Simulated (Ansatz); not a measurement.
Three curves of one kind of scan: energy against volume (even scaling of the relaxed cell, symmetry kept). All values below come from PBE (plane waves to 420 eV, PAW, scalar-relativistic; Ansatz, an electronic-structure program). Each is measured from its own zero (the relaxed starting cell). 

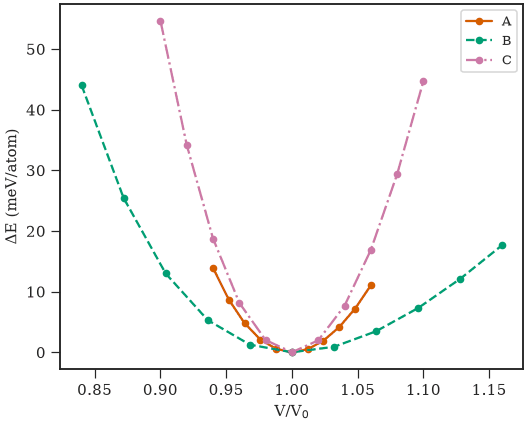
*Curves A, B and C.*

```csv
V/V₀,ΔE (meV/atom)
0.940,13.9
0.964,4.8
0.988,0.6
1.012,0.5
1.036,4.2
1.060,11.0
```

Task: Which curve does this table belong to?

Result: Curve A, which is BaF2 (fluorite). The others: B is Cs$_{2}$SnI$_{6}$ (K2PtCl6 type, space group Fm-3m); C is CoO (rock salt).

All were relaxed with their symmetry unable to fall. CoO is run spin-polarised and with no Hubbard U; the real compound is an antiferromagnetic insulator, a state that this run doesn't describe. Relaxed CoO ends ferromagnetic. Spin-orbit coupling is left out. The relaxed volume of Cs2SnI6 is well above the measured one; the method has no dispersion term. The magnetic order is the one the run started from; other orders were not tried. (This holds for the magnetic or f-shell members.)

(Under strain, the slope of the energy per volume gives the stress and its curvature an elastic modulus.)
